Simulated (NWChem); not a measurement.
## Energy and gradient calculation, with input and output: MoO₃ (part 2 of 2)

Continued. System: MoO₃, SMILES [O]=[Mo](=[O])=[O]. Method: HF/3-21G, RHF (NWChem 7.3.0). The geometry comes from this level: PBE0-D4/def2-TZVP.

Geometry of the input (Å):
```
O  -0.9680  -0.1498  1.2625
Mo -0.1381  -0.3365  -0.2003
O  1.5070  -0.6076  0.0888
O  -0.3452  1.0336  -1.1714
```

The program's output, continued:
```
 Vector   28  Occ=2.000000D+00  E=-5.804499D-01
              MO Center=  1.4D-01, -3.7D-01,  2.4D-01, r^2= 2.4D+00
   Bfn.  Coefficient  Atom+Function         Bfn.  Coefficient  Atom+Function
  ----- ------------  ---------------      ----- ------------  ---------------
    53      0.231819  3 O  py                40      0.218506  2 Mo d  2
    36      0.212090  2 Mo d -2              49      0.210540  3 O  py
    52     -0.184348  3 O  px                41      0.177984  2 Mo d -2
    48     -0.173917  3 O  px                38     -0.171763  2 Mo d  0
    39     -0.165945  2 Mo d  1               8     -0.160774  1 O  py

 Vector   29  Occ=2.000000D+00  E=-5.723097D-01
              MO Center=  4.9D-02,  6.0D-02,  4.0D-02, r^2= 2.7D+00
   Bfn.  Coefficient  Atom+Function         Bfn.  Coefficient  Atom+Function
  ----- ------------  ---------------      ----- ------------  ---------------
    62      0.254287  4 O  py                58      0.233655  4 O  py
    37      0.225734  2 Mo d -1               9      0.202407  1 O  pz
    52      0.195999  3 O  px                 5      0.186261  1 O  pz
    48      0.180532  3 O  px                36      0.175775  2 Mo d -2
     8      0.164141  1 O  py                 4      0.150310  1 O  py

 Vector   30  Occ=2.000000D+00  E=-4.820598D-01
              MO Center=  6.4D-02,  9.2D-02,  6.0D-02, r^2= 3.1D+00
   Bfn.  Coefficient  Atom+Function         Bfn.  Coefficient  Atom+Function
  ----- ------------  ---------------      ----- ------------  ---------------
    61      0.328794  4 O  px                54      0.323159  3 O  pz
    57      0.269251  4 O  px                50      0.264640  3 O  pz
     7     -0.245952  1 O  px                 8      0.218096  1 O  py
     3     -0.201412  1 O  px                 4      0.178603  1 O  py
     9     -0.167259  1 O  pz                53     -0.157257  3 O  py

 Vector   31  Occ=2.000000D+00  E=-4.634112D-01
              MO Center= -2.8D-02,  1.9D-01, -9.9D-02, r^2= 3.1D+00
   Bfn.  Coefficient  Atom+Function         Bfn.  Coefficient  Atom+Function
  ----- ------------  ---------------      ----- ------------  ---------------
    62      0.378743  4 O  py                 8     -0.304113  1 O  py
    58      0.297143  4 O  py                 4     -0.249942  1 O  py
    53     -0.220374  3 O  py                22     -0.219142  2 Mo pz
    49     -0.182754  3 O  py                52     -0.172314  3 O  px
    21      0.157311  2 Mo py                54      0.155830  3 O  pz

 Vector   32  Occ=2.000000D+00  E=-4.633966D-01
              MO Center=  1.3D-01, -6.0D-02,  1.9D-01, r^2= 3.1D+00
   Bfn.  Coefficient  Atom+Function         Bfn.  Coefficient  Atom+Function
  ----- ------------  ---------------      ----- ------------  ---------------
     9      0.306991  1 O  pz                54     -0.280012  3 O  pz
    61      0.273387  4 O  px                20     -0.249364  2 Mo px
     5      0.242421  1 O  pz                57      0.229622  4 O  px
    50     -0.228344  3 O  pz                52     -0.203647  3 O  px
    53     -0.164913  3 O  py                 7      0.161170  1 O  px

 Vector   33  Occ=2.000000D+00  E=-4.488343D-01
              MO Center=  7.0D-02,  1.0D-01,  6.7D-02, r^2= 3.3D+00
   Bfn.  Coefficient  Atom+Function         Bfn.  Coefficient  Atom+Function
  ----- ------------  ---------------      ----- ------------  ---------------
    63      0.309094  4 O  pz                 7      0.255940  1 O  px
    52     -0.255924  3 O  px                59      0.246979  4 O  pz
    53      0.234512  3 O  py                19     -0.232177  2 Mo s
     3      0.204198  1 O  px                21     -0.198580  2 Mo py
     9     -0.194371  1 O  pz                48     -0.194257  3 O  px

 Vector   34  Occ=0.000000D+00  E=-6.309168D-02
              MO Center= -4.4D-01, -9.8D-01, -5.9D-01, r^2= 3.1D+00
   Bfn.  Coefficient  Atom+Function         Bfn.  Coefficient  Atom+Function
  ----- ------------  ---------------      ----- ------------  ---------------
    23      0.379975  2 Mo s                 25     -0.266327  2 Mo py
    37      0.260656  2 Mo d -1              27      0.246222  2 Mo s
    19     -0.239886  2 Mo s                 42      0.219263  2 Mo d -1
    36      0.203014  2 Mo d -2              41      0.170772  2 Mo d -2
    40     -0.166624  2 Mo d  2              26     -0.161737  2 Mo pz

 Vector   35  Occ=0.000000D+00  E= 3.304182D-02
              MO Center= -4.9D-03, -3.8D-01,  2.0D-02, r^2= 2.1D+00
   Bfn.  Coefficient  Atom+Function         Bfn.  Coefficient  Atom+Function
  ----- ------------  ---------------      ----- ------------  ---------------
    36      0.482074  2 Mo d -2              53     -0.351051  3 O  py
    41      0.318341  2 Mo d -2               8      0.284397  1 O  py
    37     -0.248389  2 Mo d -1              40      0.230225  2 Mo d  2
    49     -0.230293  3 O  py                24     -0.196566  2 Mo px
     4      0.192030  1 O  py                45      0.185997  2 Mo d  2

 Vector   36  Occ=0.000000D+00  E= 3.304893D-02
              MO Center= -1.8D-01, -1.0D-01, -3.0D-01, r^2= 2.1D+00
   Bfn.  Coefficient  Atom+Function         Bfn.  Coefficient  Atom+Function
  ----- ------------  ---------------      ----- ------------  ---------------
    38      0.433637  2 Mo d  0              39     -0.358728  2 Mo d  1
    63      0.344612  4 O  pz                43      0.301257  2 Mo d  0
     7     -0.235306  1 O  px                44     -0.221922  2 Mo d  1
    59      0.216604  4 O  pz                61      0.192022  4 O  px
    26     -0.172445  2 Mo pz                54     -0.172977  3 O  pz

 Vector   37  Occ=0.000000D+00  E= 5.138886D-02
              MO Center= -7.0D-01, -1.5D+00, -9.3D-01, r^2= 9.3D+00
   Bfn.  Coefficient  Atom+Function         Bfn.  Coefficient  Atom+Function
  ----- ------------  ---------------      ----- ------------  ---------------
    27      1.173967  2 Mo s                 23     -0.771494  2 Mo s
    29     -0.653857  2 Mo py                30     -0.397113  2 Mo pz
    28     -0.309275  2 Mo px                25      0.305848  2 Mo py
    37     -0.217298  2 Mo d -1              26      0.185730  2 Mo pz
    36     -0.169239  2 Mo d -2              42     -0.151776  2 Mo d -1

 Vector   38  Occ=0.000000D+00  E= 8.023057D-02
              MO Center= -1.4D-01, -3.6D-01, -2.0D-01, r^2= 1.7D+01
   Bfn.  Coefficient  Atom+Function         Bfn.  Coefficient  Atom+Function
  ----- ------------  ---------------      ----- ------------  ---------------
    30      1.111140  2 Mo pz                29     -0.794007  2 Mo py
    26     -0.505916  2 Mo pz                25      0.361526  2 Mo py
    28      0.251797  2 Mo px

 Vector   39  Occ=0.000000D+00  E= 8.023167D-02
              MO Center= -1.5D-01, -3.4D-01, -2.2D-01, r^2= 1.7D+01
   Bfn.  Coefficient  Atom+Function         Bfn.  Coefficient  Atom+Function
  ----- ------------  ---------------      ----- ------------  ---------------
    28      1.262590  2 Mo px                24     -0.574870  2 Mo px
    30     -0.497131  2 Mo pz                29     -0.295294  2 Mo py
    26      0.226349  2 Mo pz

 Vector   40  Occ=0.000000D+00  E= 9.283826D-02
              MO Center=  5.8D-01,  1.2D+00,  7.2D-01, r^2= 1.1D+01
   Bfn.  Coefficient  Atom+Function         Bfn.  Coefficient  Atom+Function
  ----- ------------  ---------------      ----- ------------  ---------------
    27      1.046737  2 Mo s                 29      0.841992  2 Mo py
    30      0.511460  2 Mo pz                23     -0.415631  2 Mo s
    25     -0.404597  2 Mo py                28      0.398315  2 Mo px
    26     -0.245765  2 Mo pz                24     -0.191397  2 Mo px
    19     -0.150211  2 Mo s

 Vector   41  Occ=0.000000D+00  E= 1.490780D-01
              MO Center= -1.5D-01, -2.1D-01, -2.4D-01, r^2= 2.3D+00
   Bfn.  Coefficient  Atom+Function         Bfn.  Coefficient  Atom+Function
  ----- ------------  ---------------      ----- ------------  ---------------
    24      0.399625  2 Mo px                52     -0.379065  3 O  px
    43      0.342740  2 Mo d  0              38      0.340533  2 Mo d  0
    20     -0.335297  2 Mo px                44      0.313700  2 Mo d  1
    39      0.308033  2 Mo d  1               7     -0.284597  1 O  px
    61     -0.284103  4 O  px                36      0.271372  2 Mo d -2

 Vector   42  Occ=0.000000D+00  E= 1.490859D-01
              MO Center= -6.6D-02, -3.4D-01, -8.7D-02, r^2= 2.3D+00
   Bfn.  Coefficient  Atom+Function         Bfn.  Coefficient  Atom+Function
  ----- ------------  ---------------      ----- ------------  ---------------
    26      0.351602  2 Mo pz                45     -0.343102  2 Mo d  2
    39     -0.315481  2 Mo d  1              42     -0.313574  2 Mo d -1
     9     -0.311593  1 O  pz                40     -0.311153  2 Mo d  2
    62      0.311375  4 O  py                37     -0.300416  2 Mo d -1
    22     -0.294932  2 Mo pz                54     -0.276545  3 O  pz

 Vector   43  Occ=0.000000D+00  E= 2.048814D-01
              MO Center= -3.3D-01, -7.4D-01, -4.5D-01, r^2= 6.0D+00
   Bfn.  Coefficient  Atom+Function         Bfn.  Coefficient  Atom+Function
  ----- ------------  ---------------      ----- ------------  ---------------
    23      1.258116  2 Mo s                 27     -1.005258  2 Mo s
    25     -0.848465  2 Mo py                26     -0.515169  2 Mo pz
    29      0.430847  2 Mo py                24     -0.401238  2 Mo px
    62      0.279107  4 O  py                30      0.261597  2 Mo pz
    21      0.238770  2 Mo py                37     -0.223652  2 Mo d -1

 Vector   44  Occ=0.000000D+00  E= 3.330638D-01
              MO Center=  2.5D-01,  4.9D-01,  3.0D-01, r^2= 5.3D+00
   Bfn.  Coefficient  Atom+Function         Bfn.  Coefficient  Atom+Function
  ----- ------------  ---------------      ----- ------------  ---------------
    23      1.997107  2 Mo s                 27     -1.007977  2 Mo s
    25      0.981614  2 Mo py                26      0.596303  2 Mo pz
     6     -0.553061  1 O  s                 51     -0.553076  3 O  s
    60     -0.553003  4 O  s                 29     -0.495395  2 Mo py
    24      0.464391  2 Mo px                30     -0.300945  2 Mo pz

 Vector   45  Occ=0.000000D+00  E= 3.488123D-01
              MO Center= -1.3D-01, -3.8D-01, -1.9D-01, r^2= 6.9D+00
   Bfn.  Coefficient  Atom+Function         Bfn.  Coefficient  Atom+Function
  ----- ------------  ---------------      ----- ------------  ---------------
    24      1.765504  2 Mo px                28     -0.835894  2 Mo px
    51     -0.781761  3 O  s                  6      0.719615  1 O  s
    26     -0.713432  2 Mo pz                25     -0.401794  2 Mo py
    30      0.337781  2 Mo pz                43     -0.293642  2 Mo d  0
    52      0.285898  3 O  px                 9     -0.281630  1 O  pz

 Vector   46  Occ=0.000000D+00  E= 3.488171D-01
              MO Center= -1.6D-01, -3.4D-01, -2.4D-01, r^2= 6.9D+00
   Bfn.  Coefficient  Atom+Function         Bfn.  Coefficient  Atom+Function
  ----- ------------  ---------------      ----- ------------  ---------------
    26      1.549580  2 Mo pz                25     -1.117063  2 Mo py
    60      0.866989  4 O  s                 30     -0.733660  2 Mo pz
    29      0.528883  2 Mo py                 6     -0.487219  1 O  s
    51     -0.379490  3 O  s                 24      0.371957  2 Mo px
    45      0.318121  2 Mo d  2              62     -0.294713  4 O  py

 Vector   47  Occ=0.000000D+00  E= 9.512325D-01
              MO Center= -1.2D-01, -3.0D-01, -1.8D-01, r^2= 2.0D+00
   Bfn.  Coefficient  Atom+Function         Bfn.  Coefficient  Atom+Function
  ----- ------------  ---------------      ----- ------------  ---------------
    42      0.821295  2 Mo d -1              37     -0.646540  2 Mo d -1
    41      0.638787  2 Mo d -2              45     -0.522475  2 Mo d  2
    36     -0.503079  2 Mo d -2              23     -0.471941  2 Mo s
    40      0.411789  2 Mo d  2              44     -0.388019  2 Mo d  1
    39      0.305675  2 Mo d  1              60      0.276237  4 O  s

 center of mass
 --------------
 x =  -0.13498309 y =  -0.36951742 z =  -0.21674351

 moments of inertia (a.u.)
 ------------------
         280.102407231624          55.427808476897          33.661307884458
          55.427808476897         371.100865683617          71.160708841204
          33.661307884458          71.160708841204         297.116876076010

  Mulliken analysis of the total density
  --------------------------------------

    Atom       Charge   Shell Charges
 -----------   ------   -------------------------------------------------------
    1 O    8     8.54   1.99  0.44  1.99  1.55  2.57
    2 Mo  42    40.39   2.00  2.00  6.00  2.00  6.00  2.00  5.95  0.07  0.42  0.03  0.00  9.81  2.45  1.65
    3 O    8     8.54   1.99  0.44  1.99  1.55  2.57
    4 O    8     8.54   1.99  0.44  1.99  1.55  2.57

       Multipole analysis of the density wrt the origin
       ------------------------------------------------

     L   x y z        total         open         nuclear
     -   - - -        -----         ----         -------
     0   0 0 0     -0.000000      0.000000     66.000000

     1   1 0 0     -0.791940      0.000000     -8.030958
     1   0 1 0     -1.674226      0.000000    -22.531959
     1   0 0 1     -1.016873      0.000000    -13.177815

     2   2 0 0    -32.682844      0.000000     97.914641
     2   1 1 0      3.177377      0.000000    -25.239557
     2   1 0 1      1.923579      0.000000    -15.389533
     2   0 2 0    -27.294358      0.000000     58.691615
     2   0 1 1      4.152053      0.000000    -31.424835
     2   0 0 2    -31.639677      0.000000     90.979295

                              NWChem Gradients Module
                              -----------------------

                                      MoO3 hf

  wavefunction    =   RHF

                         RHF ENERGY GRADIENTS

    atom               coordinates                        gradient
                 x          y          z           x          y          z
   1 O      -1.829255  -0.283081   2.385779    0.006429   0.003796  -0.004508
   2 Mo     -0.260971  -0.635893  -0.378512   -0.003679  -0.007647  -0.004742
   3 O       2.847817  -1.148198   0.167808   -0.006047   0.006103   0.001419
   4 O      -0.652333   1.953221  -2.213625    0.003297  -0.002252   0.007831

                 ----------------------------------------
                 |  Time  |  1-e(secs)   |  2-e(secs)   |
                 ----------------------------------------
                 |  CPU   |       0.01   |       2.40   |
                 ----------------------------------------
                 |  WALL  |       0.01   |       2.40   |
                 ----------------------------------------

 Task  times  cpu:       27.9s     wall:       27.9s
 Total times  cpu:       27.9s     wall:       27.9s
```

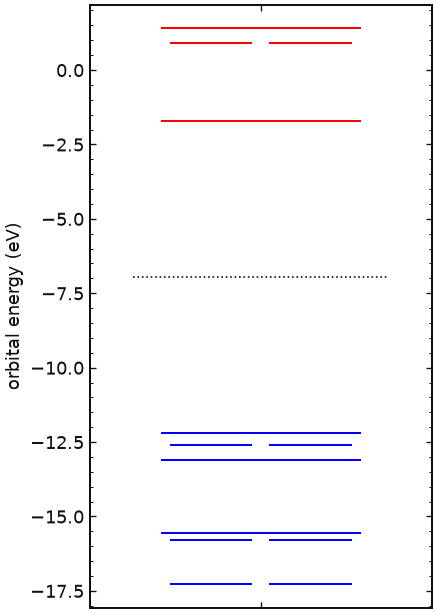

Figure 1. Orbital energies near the frontier; the dotted line parts filled from empty levels, and levels within 0.02 eV of each other stand side by side. Highest filled −12.21 eV, lowest empty −1.72 eV, 10.49 eV apart.

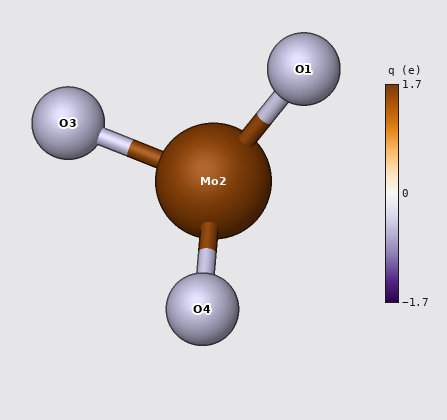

Figure 2. Mulliken charges, as the colour of each atom (ball-and-stick view, seen at a tilt; atoms are numbered from 1 in the order of the input). By element: O −0.54 and Mo +1.61 e.

Results in brief:

```tsv
quantity	value
outcome	converged
total energy	−4179.801427 hartree
basis functions	63
largest force	0.500 eV/Å
HOMO	−12.21 eV
LUMO	−1.72 eV
dipole moment	5.37 D
hardware	1 thread of Intel Xeon @ 2.50GHz (Skylake/Cascade Lake), 160 GiB of memory available, shared host
wall time	29 s
peak memory	0.099 GiB
```
